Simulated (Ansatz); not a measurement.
**Run report: BNH$_{6}$, frequency calculation**

System: BNH$_{6}$.
Method: RKS r2SCAN-D4/def2-SVP (Ansatz 0.2.0).

It belongs to a series of runs on one base structure; here: vibrations at the highest image of the band. Figures and captions count atoms from 1; the log counts them from 0 in places.

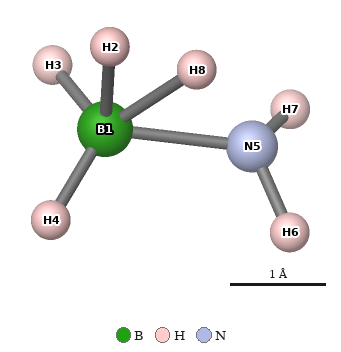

*The structure (ball-and-stick view, seen at a tilt; atoms are numbered from 1 in the order of the input).*

## Input
```yaml
crystal:
  periodic: [false, false, false]
  atoms:
    - { symbol: B, position_ang: [0.016419, -0.360545, 0.101986] }
    - { symbol: H, position_ang: [-0.273972, 0.339423, 1.259972] }
    - { symbol: H, position_ang: [1.063803, 0.140963, -0.239161] }
    - { symbol: H, position_ang: [-0.978326, -0.177737, -0.56249] }
    - { symbol: "N", position_ang: [0.146252, -1.795852, 0.731843] }
    - { symbol: H, position_ang: [-0.579572, -2.467673, 0.508415] }
    - { symbol: H, position_ang: [1.067948, -2.217922, 0.741944] }
    - { symbol: H, position_ang: [-0.146753, -0.624259, 1.454889] }
basis:
  gaussian: { orbitals: def2-SVP }
hamiltonian:
  xc: r2scan
  dispersion: d4
phonons: {}
```

Run as:
```bash
ansatz run input.yaml --threads 1 --pin off --max-ram 2048MiB --backend cpu --events-out ev --progress --plain --runs-dir out
```

## Output
```
Engine: ansatz 0.2.0, aarch64-unknown-linux-gnu
Functional definition: r2SCAN
  parameter k0 = 0.174
  parameter k1 = 0.065
  parameter a1 = 4.9479
  exchange = r2scan_x(k0 = k0, k1 = k1, a1 = a1)
  correlation = r2scan_c
674 factors; their error is unknown
mean field evaluation 1: about -2253.8900 eV, gradient 5.0e1 eV
mean field evaluation 2: about -2245.6275 eV, gradient 7.7e1 eV
mean field evaluation 4: about -2259.4204 eV, gradient 2.5e0 eV
mean field evaluation 8: about -2259.4155 eV, gradient 2.9e-2 eV
mean field -2259.41551638 eV, -83.0319887401 hartree, gradient 3.1e-5 eV, S^2 0.000000; 0 other end points of the search recorded, 0 dependent functions left out
the calculation of the forces begins
reference -2259.41552476 eV, -83.0319890482 hartree; 9, 9 occupied and 49, 49 virtual orbitals, 674 factors
these checks for a lower state are left out or cut short: stability, starts, cluster_reference, orbital_swaps, neighbouring_geometries, increment
674 factors; their error is unknown
mean field evaluation 16: about -2259.4154 eV, gradient 1.1e-1 eV
mean field -2259.41542549 eV, -83.0319854000 hartree, gradient 2.7e-6 eV, S^2 0.000000; 0 other end points of the search recorded, 0 dependent functions left out
[... from here on the field's lines of each further geometry are left out, up to the last ...]
the calculation of the forces begins
reference -2259.41548780 eV, -83.0319876896 hartree; 9, 9 occupied and 49, 49 virtual orbitals, 674 factors
these checks for a lower state are left out or cut short: stability, starts, cluster_reference, orbital_swaps, neighbouring_geometries, increment
674 factors; their error is unknown
mean field -2259.41546477 eV, -83.0319868437 hartree, gradient 2.2e-6 eV, S^2 0.000000; 0 other end points of the search recorded, 0 dependent functions left out
the calculation of the forces begins
reference -2259.41547316 eV, -83.0319871518 hartree; 9, 9 occupied and 49, 49 virtual orbitals, 674 factors
WARN: phonons: modes at or below zero, which the zero-point energy, F, S and C_V leave out: 1, the lowest at -1250.10 cm⁻¹. A minimum has none, and a first-order saddle one
Total energy: -2259.43285994 eV, -83.0326261041 hartree
Atom 0 at     0.016419    -0.360545     0.101986 Å, force     0.016770    -0.022037     0.011703 eV/Å
Atom 1 at    -0.273972     0.339423     1.259972 Å, force    -0.000525     0.003100     0.003057 eV/Å
Atom 2 at     1.063803     0.140963    -0.239161 Å, force    -0.003740     0.002860    -0.005878 eV/Å
Atom 3 at    -0.978326    -0.177737    -0.562490 Å, force    -0.004295     0.003016    -0.001548 eV/Å
Atom 4 at     0.146252    -1.795852     0.731843 Å, force    -0.012979    -0.001260    -0.008433 eV/Å
Atom 5 at    -0.579572    -2.467673     0.508415 Å, force     0.001934     0.000755    -0.003353 eV/Å
Atom 6 at     1.067948    -2.217922     0.741944 Å, force     0.005609     0.004588     0.001067 eV/Å
Atom 7 at    -0.146753    -0.624259     1.454889 Å, force    -0.002774     0.008978     0.003387 eV/Å
Dipole moment:     0.027805    -0.402522     0.218418 e Å
Vibrations: -1250.10 330.46 549.69 726.84 899.74 1050.80 1053.40 1088.55 1154.42 1235.37 1287.05 1539.68 2094.72 2166.74 2533.79 2626.36 3579.14 3693.43 cm⁻¹, zero-point energy 1.711615 eV
```

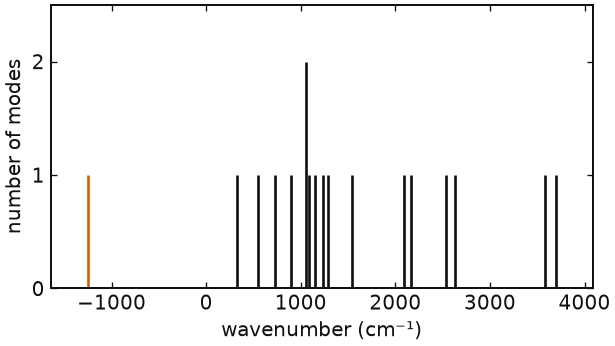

*Harmonic vibrational wavenumbers from the force constants; neighbouring modes closer than 22 cm⁻¹ are counted in one stick, and imaginary ones are drawn at negative wavenumbers.*

18 modes from 1250i to 3693 cm⁻¹, 1 imaginary beyond 8i (1250i cm⁻¹): a first-order saddle point, if the geometry is stationary.

## Results in brief

```json
{"quantity": "outcome", "value": "converged"}
{"quantity": "total energy", "value": "−2259.4329 eV"}
{"quantity": "mean-field energy", "value": "−2259.4155 eV"}
{"quantity": "largest force (length of the vector)", "value": "0.030 eV/Å"}
{"quantity": "hardware", "value": "1 thread of Arm Neoverse V2, 24 GiB of memory available, shared host"}
{"quantity": "wall time", "value": "44 s"}
{"quantity": "peak memory", "value": "0.1 GiB"}
```
